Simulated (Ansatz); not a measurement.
# Run report: CH7NO2Si2, geometry relaxation (part 3 of 3)

CH7NO2Si2; RHF/def2-SVP (Ansatz 0.2.0). It belongs to a series of runs on one base structure; here: end point B relaxed.

Geometry of the input (Å):
```
N  -1.6275  0.6268  -1.2952
Si -0.9838  -0.3019  -0.0999
O  0.5658  -0.5428  -0.5254
Si 1.8308  -1.6842  -0.2512
C  -0.6613  1.4390  1.4118
O  -1.3174  0.2408  1.3499
H  -1.0760  0.5199  -2.1690
H  -2.5409  0.2086  -1.5894
H  2.9817  -1.3412  -0.9760
H  2.0853  -1.7526  1.2204
H  1.2325  -3.0157  -0.6626
H  -1.0246  2.2753  0.8456
H  0.3753  1.4595  1.4282
```

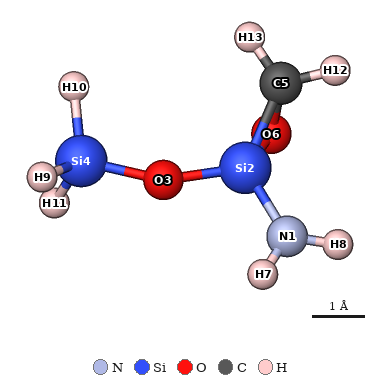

Fig. 1: The geometry at step 28 of the log (ball-and-stick view, seen at a tilt; atoms are numbered from 1 in the order of the input).

## Trajectory as extended XYZ, continued
```
13
Properties=species:S:1:pos:R:3:forces:R:3 step=21 energy=-22414.28383
N    -1.6198    0.4489   -1.5854    0.0019   0.0007  -0.0021
Si   -0.6758    0.2386   -0.2079    0.0002  -0.0084  -0.0051
O     0.5340   -0.7640   -0.6024    0.0101   0.0083   0.0100
Si    1.8135   -1.7331   -0.2200   -0.0020  -0.0019  -0.0081
C    -0.5814    1.3504    1.2047   -0.0042  -0.0090  -0.0016
O    -1.3805    0.0967    1.2584    0.0026   0.0048  -0.0028
H    -1.3871    0.0346   -2.4645    0.0026   0.0001   0.0024
H    -2.4875    0.9444   -1.5925   -0.0041   0.0019   0.0034
H     2.8883   -1.5059   -1.2073   -0.0010   0.0032  -0.0037
H     2.3133   -1.4094    1.1333   -0.0007   0.0010   0.0012
H     1.3928   -3.1478   -0.2697   -0.0052  -0.0020   0.0069
H    -1.2056    2.2338    1.3180   -0.0008   0.0022   0.0003
H     0.2358    1.3444    1.9225    0.0005  -0.0010  -0.0008
13
Properties=species:S:1:pos:R:3:forces:R:3 step=22 energy=-22414.28417
N    -1.6156    0.4567   -1.5898    0.0045  -0.0012   0.0005
Si   -0.6764    0.2375   -0.2104    0.0039  -0.0084  -0.0045
O     0.5342   -0.7640   -0.6062    0.0086   0.0094   0.0092
Si    1.8150   -1.7304   -0.2199   -0.0171   0.0111  -0.0019
C    -0.5848    1.3406    1.2093   -0.0044  -0.0043  -0.0047
O    -1.3871    0.0887    1.2523    0.0033   0.0012  -0.0020
H    -1.3796    0.0480   -2.4707    0.0000   0.0023   0.0034
H    -2.4843    0.9504   -1.5957   -0.0026   0.0009   0.0006
H     2.8752   -1.5305   -1.2287   -0.0016  -0.0037  -0.0012
H     2.3351   -1.3759    1.1180    0.0059   0.0016   0.0010
H     1.3859   -3.1431   -0.2266    0.0003  -0.0079  -0.0001
H    -1.2072    2.2250    1.3253   -0.0012   0.0010   0.0006
H     0.2295    1.3285    1.9302    0.0003  -0.0021  -0.0010
13
Properties=species:S:1:pos:R:3:forces:R:3 step=23 energy=-22414.28054 accepted=F
N    -1.5956    0.4908   -1.6087    0.0376  -0.0209   0.0165
Si   -0.6783    0.2348   -0.2199   -0.0151   0.0035   0.0181
O     0.5377   -0.7593   -0.6195    0.0309  -0.0136   0.0258
Si    1.8212   -1.7181   -0.2176    0.0742  -0.0775   0.0155
C    -0.6039    1.3001    1.2307   -0.0049  -0.0050  -0.0166
O    -1.4177    0.0545    1.2260    0.0298   0.0081  -0.0236
H    -1.3427    0.1088   -2.4976   -0.0167   0.0196   0.0298
H    -2.4702    0.9743   -1.6104    0.0011  -0.0012  -0.0139
H     2.8133   -1.6516   -1.3256   -0.1417  -0.0264   0.2002
H     2.4417   -1.2308    1.0473   -0.0756  -0.0914  -0.2119
H     1.3572   -3.1217   -0.0416    0.0967   0.2208  -0.0241
H    -1.2204    2.1871    1.3584   -0.0015  -0.0083  -0.0001
H     0.1976    1.2628    1.9658   -0.0147  -0.0079  -0.0157
13
Properties=species:S:1:pos:R:3:forces:R:3 step=24 energy=-22414.28342 accepted=F
N    -1.6164    0.4558   -1.5898   -0.0080  -0.0094   0.0169
Si   -0.6786    0.2347   -0.2099    0.0428   0.0826   0.0363
O     0.5411   -0.7562   -0.6019   -0.0493  -0.0130  -0.0265
Si    1.8158   -1.7297   -0.2200    0.0338  -0.0029   0.0245
C    -0.5875    1.3400    1.2096    0.0320   0.0332  -0.0241
O    -1.3887    0.0883    1.2533   -0.0316  -0.0250  -0.0014
H    -1.3828    0.0457   -2.4705   -0.0007   0.0024  -0.0079
H    -2.4834    0.9534   -1.5942    0.0090  -0.0133  -0.0059
H     2.8772   -1.5315   -1.2284   -0.0087  -0.0076  -0.0001
H     2.3377   -1.3790    1.1186    0.0067  -0.0055  -0.0040
H     1.3828   -3.1417   -0.2281   -0.0034   0.0010  -0.0045
H    -1.2090    2.2286    1.3205    0.0502  -0.0802   0.0320
H     0.2316    1.3230    1.9279   -0.0729   0.0376  -0.0354
13
Properties=species:S:1:pos:R:3:forces:R:3 step=25 energy=-22414.28426
N    -1.6149    0.4569   -1.5901    0.0039  -0.0013   0.0043
Si   -0.6761    0.2381   -0.2104    0.0015   0.0018   0.0005
O     0.5366   -0.7609   -0.6051    0.0047   0.0034   0.0043
Si    1.8151   -1.7302   -0.2197   -0.0056   0.0024  -0.0046
C    -0.5864    1.3406    1.2098   -0.0021   0.0017  -0.0039
O    -1.3877    0.0882    1.2517    0.0004  -0.0033  -0.0008
H    -1.3781    0.0492   -2.4711   -0.0002   0.0017  -0.0006
H    -2.4844    0.9494   -1.5956   -0.0011  -0.0006  -0.0010
H     2.8736   -1.5351   -1.2312    0.0006  -0.0004  -0.0022
H     2.3396   -1.3752    1.1164    0.0032   0.0014   0.0011
H     1.3839   -3.1425   -0.2243   -0.0039  -0.0036   0.0032
H    -1.2094    2.2247    1.3261    0.0032  -0.0044   0.0017
H     0.2282    1.3281    1.9306   -0.0045   0.0013  -0.0020
13
Properties=species:S:1:pos:R:3:forces:R:3 step=26 energy=-22414.28491
N    -1.6036    0.4699   -1.5981    0.0138  -0.0068   0.0166
Si   -0.6742    0.2413   -0.2135   -0.0110   0.0186   0.0220
O     0.5492   -0.7449   -0.6054    0.0048  -0.0166  -0.0161
Si    1.8183   -1.7265   -0.2217    0.0386  -0.0156   0.0166
C    -0.6013    1.3268    1.2209    0.0023   0.0145  -0.0022
O    -1.4003    0.0726    1.2399    0.0025  -0.0112  -0.0076
H    -1.3547    0.0790   -2.4835   -0.0082   0.0072   0.0005
H    -2.4799    0.9505   -1.6005    0.0039  -0.0038  -0.0125
H     2.8454   -1.6014   -1.2781   -0.0345  -0.0089   0.0160
H     2.4018   -1.3207    1.0767   -0.0144  -0.0078  -0.0219
H     1.3584   -3.1297   -0.1407    0.0064   0.0394  -0.0070
H    -1.2268    2.2087    1.3430    0.0086  -0.0145   0.0009
H     0.2077    1.3060    1.9480   -0.0129   0.0057  -0.0053
13
Properties=species:S:1:pos:R:3:forces:R:3 step=27 energy=-22414.28496
N    -1.5958    0.4773   -1.6020    0.0132  -0.0079   0.0117
Si   -0.6728    0.2417   -0.2142   -0.0115   0.0110   0.0214
O     0.5544   -0.7399   -0.6064   -0.0007   0.0032  -0.0096
Si    1.8218   -1.7230   -0.2211    0.0326  -0.0539  -0.0051
C    -0.6097    1.3180    1.2275    0.0048   0.0065  -0.0047
O    -1.4066    0.0623    1.2341    0.0081  -0.0033  -0.0109
H    -1.3398    0.0962   -2.4898   -0.0107   0.0095   0.0094
H    -2.4746    0.9535   -1.6048    0.0068  -0.0041  -0.0138
H     2.8230   -1.6417   -1.3091   -0.0441   0.0004   0.0679
H     2.4349   -1.2859    1.0556   -0.0175  -0.0230  -0.0669
H     1.3469   -3.1196   -0.0934    0.0277   0.0693   0.0038
H    -1.2369    2.1981    1.3517    0.0016  -0.0103   0.0005
H     0.1953    1.2944    1.9590   -0.0104   0.0025  -0.0036
13
Properties=species:S:1:pos:R:3:forces:R:3 step=28 energy=-22414.28531
N    -1.5963    0.4775   -1.6014    0.0088  -0.0043   0.0086
Si   -0.6732    0.2412   -0.2139   -0.0115   0.0023   0.0113
O     0.5514   -0.7433   -0.6076    0.0048   0.0015  -0.0021
Si    1.8204   -1.7243   -0.2216    0.0338  -0.0239  -0.0021
C    -0.6089    1.3184    1.2270    0.0017  -0.0002  -0.0014
O    -1.4059    0.0624    1.2349    0.0074  -0.0015  -0.0077
H    -1.3412    0.0953   -2.4889   -0.0063   0.0053   0.0056
H    -2.4735    0.9564   -1.6055    0.0036  -0.0012  -0.0092
H     2.8243   -1.6378   -1.3046   -0.0335  -0.0053   0.0334
H     2.4337   -1.2870    1.0533   -0.0178  -0.0134  -0.0341
H     1.3502   -3.1209   -0.0942    0.0135   0.0426   0.0006
H    -1.2366    2.1980    1.3509   -0.0011  -0.0024  -0.0015
H     0.1956    1.2957    1.9588   -0.0036   0.0005  -0.0014
13
Properties=species:S:1:pos:R:3:forces:R:3 step=29 energy=-22414.28559
N    -1.5935    0.4795   -1.6019   -0.0010   0.0007   0.0065
Si   -0.6727    0.2411   -0.2135   -0.0065   0.0068   0.0066
O     0.5539   -0.7406   -0.6078    0.0005   0.0032  -0.0068
Si    1.8212   -1.7238   -0.2232    0.0228  -0.0155   0.0108
C    -0.6128    1.3162    1.2291    0.0021  -0.0001   0.0007
O    -1.4064    0.0581    1.2339    0.0013  -0.0041  -0.0017
H    -1.3371    0.0996   -2.4897   -0.0007  -0.0003  -0.0022
H    -2.4696    0.9604   -1.6076    0.0033  -0.0012  -0.0050
H     2.8168   -1.6516   -1.3126   -0.0143  -0.0017   0.0066
H     2.4452   -1.2797    1.0425   -0.0040   0.0029  -0.0089
H     1.3478   -3.1157   -0.0774   -0.0019   0.0102  -0.0052
H    -1.2433    2.1939    1.3532    0.0039  -0.0052   0.0003
H     0.1907    1.2941    1.9619   -0.0055   0.0044  -0.0016
13
Properties=species:S:1:pos:R:3:forces:R:3 step=30 energy=-22414.28593
N    -1.5853    0.4858   -1.6045   -0.0103   0.0056  -0.0020
Si   -0.6709    0.2419   -0.2131   -0.0014   0.0065   0.0020
O     0.5606   -0.7334   -0.6077   -0.0102   0.0058  -0.0054
Si    1.8228   -1.7232   -0.2243    0.0342   0.0009   0.0048
C    -0.6231    1.3091    1.2358   -0.0006  -0.0051   0.0012
O    -1.4104    0.0468    1.2295   -0.0009  -0.0020   0.0039
H    -1.3235    0.1129   -2.4937    0.0050  -0.0045  -0.0039
H    -2.4606    0.9680   -1.6134    0.0024  -0.0005   0.0003
H     2.7945   -1.6913   -1.3364   -0.0100  -0.0074  -0.0018
H     2.4822   -1.2500    1.0125   -0.0103  -0.0085  -0.0011
H     1.3360   -3.1046   -0.0317    0.0001   0.0087   0.0023
H    -1.2590    2.1827    1.3614    0.0065  -0.0054   0.0009
H     0.1766    1.2868    1.9727   -0.0047   0.0059  -0.0013
13
Properties=species:S:1:pos:R:3:forces:R:3 step=31 energy=-22414.28508 accepted=F
N    -1.5651    0.5015   -1.6114   -0.0206   0.0108  -0.0298
Si   -0.6660    0.2449   -0.2124   -0.0004   0.0072   0.0091
O     0.5790   -0.7128   -0.6082   -0.0093   0.0092  -0.0053
Si    1.8293   -1.7188   -0.2285    0.0915  -0.0559   0.0156
C    -0.6489    1.2917    1.2525   -0.0120  -0.0256  -0.0080
O    -1.4192    0.0185    1.2185    0.0099   0.0163   0.0024
H    -1.2901    0.1445   -2.5034    0.0127  -0.0065   0.0107
H    -2.4393    0.9857   -1.6277    0.0008  -0.0003   0.0122
H     2.7385   -1.7925   -1.3984   -0.0790   0.0006   0.1111
H     2.5706   -1.1836    0.9418   -0.0568  -0.0625  -0.0984
H     1.3082   -3.0721    0.0828    0.0562   0.1106  -0.0183
H    -1.2987    2.1545    1.3824    0.0100  -0.0077  -0.0001
H     0.1417    1.2700    1.9990   -0.0029   0.0038  -0.0014
13
Properties=species:S:1:pos:R:3:forces:R:3 step=32 energy=-22414.22287 accepted=F
N    -1.5981    0.4854   -1.6116    0.3540  -0.2021  -0.0883
Si   -0.6790    0.2434   -0.2159    0.1547  -0.2927  -0.1081
O     0.5629   -0.7223   -0.6245    0.3981   0.0289   0.1171
Si    1.8634   -1.6903   -0.2269   -1.1720  -0.1715  -0.0472
C    -0.6196    1.2872    1.2439    0.0264  -0.0925  -0.1930
O    -1.4074    0.0242    1.2352    0.1238   0.1809  -0.0717
H    -1.3237    0.0960   -2.4980   -0.1322   0.1557   0.2972
H    -2.4633    0.9797   -1.6320   -0.1218   0.0470  -0.0270
H     2.7869   -1.7272   -1.3736    0.1787   0.1785   0.1090
H     2.4626   -1.2642    1.0514    0.2407   0.2142  -0.1316
H     1.3153   -3.0454   -0.0123    0.1415  -0.1211  -0.0289
H    -1.2302    2.1611    1.3726   -0.5150   0.3607  -0.0066
H     0.1702    1.3039    1.9788    0.3230  -0.2860   0.1789
13
Properties=species:S:1:pos:R:3:forces:R:3 step=33 energy=-22414.28588 accepted=F
N    -1.5860    0.4884   -1.6043    0.0194  -0.0109  -0.0114
Si   -0.6705    0.2425   -0.2137   -0.0219   0.0227   0.0165
O     0.5621   -0.7313   -0.6091   -0.0211   0.0091  -0.0103
Si    1.8234   -1.7220   -0.2245    0.0268  -0.0011   0.0044
C    -0.6238    1.3075    1.2369   -0.0020  -0.0079  -0.0039
O    -1.4102    0.0448    1.2286    0.0073  -0.0045   0.0112
H    -1.3232    0.1073   -2.4895   -0.0023  -0.0015  -0.0237
H    -2.4597    0.9732   -1.6193    0.0066  -0.0026   0.0154
H     2.7928   -1.6952   -1.3385   -0.0066  -0.0056  -0.0019
H     2.4846   -1.2470    1.0105   -0.0075  -0.0056  -0.0013
H     1.3343   -3.1019   -0.0273   -0.0005   0.0055   0.0021
H    -1.2602    2.1804    1.3641    0.0045  -0.0018   0.0000
H     0.1763    1.2848    1.9732   -0.0027   0.0045   0.0027
13
Properties=species:S:1:pos:R:3:forces:R:3 step=34 energy=-22414.28600
N    -1.5852    0.4863   -1.6048    0.0003   0.0001  -0.0037
Si   -0.6707    0.2424   -0.2132   -0.0032   0.0007   0.0019
O     0.5613   -0.7321   -0.6085    0.0021   0.0018  -0.0023
Si    1.8237   -1.7222   -0.2245    0.0010  -0.0016   0.0004
C    -0.6234    1.3085    1.2364   -0.0013  -0.0027   0.0019
O    -1.4098    0.0458    1.2297    0.0019   0.0003   0.0002
H    -1.3226    0.1121   -2.4934    0.0007  -0.0005   0.0010
H    -2.4605    0.9684   -1.6146    0.0000   0.0005   0.0005
H     2.7928   -1.6940   -1.3385   -0.0001  -0.0007  -0.0010
H     2.4821   -1.2500    1.0126    0.0013   0.0012   0.0000
H     1.3357   -3.1026   -0.0296   -0.0026   0.0007   0.0015
H    -1.2597    2.1817    1.3624    0.0007  -0.0013   0.0004
H     0.1762    1.2872    1.9733   -0.0007   0.0016  -0.0006
13
Properties=species:S:1:pos:R:3:forces:R:3 step=35 energy=-22414.28626
N    -1.5771    0.4938   -1.6082    0.0055  -0.0025  -0.0104
Si   -0.6690    0.2442   -0.2133   -0.0047   0.0003   0.0043
O     0.5689   -0.7226   -0.6097    0.0088  -0.0022  -0.0010
Si    1.8261   -1.7202   -0.2266    0.0019  -0.0048   0.0063
C    -0.6343    1.3005    1.2438   -0.0038  -0.0091  -0.0060
O    -1.4134    0.0331    1.2249    0.0076   0.0079  -0.0007
H    -1.3088    0.1243   -2.4971   -0.0004   0.0015   0.0058
H    -2.4519    0.9767   -1.6217   -0.0013   0.0006   0.0045
H     2.7700   -1.7371   -1.3628   -0.0103  -0.0017   0.0039
H     2.5206   -1.2225    0.9809   -0.0053   0.0002  -0.0055
H     1.3233   -3.0875    0.0204    0.0039   0.0110  -0.0038
H    -1.2760    2.1690    1.3723   -0.0057   0.0030   0.0003
H     0.1618    1.2798    1.9843    0.0038  -0.0042   0.0024
```

## Results in brief

```csv
quantity,value
outcome,converged
total energy,−22414.2863 eV
mean-field energy,−22414.2863 eV
largest force (length of the vector) at the end,0.012 eV/Å
hardware,"2 threads of Intel Xeon (Sapphire Rapids), 10 GiB of memory available, shared host"
wall time,63 s (CPU time 2 min)
peak memory,0.33 GiB
```
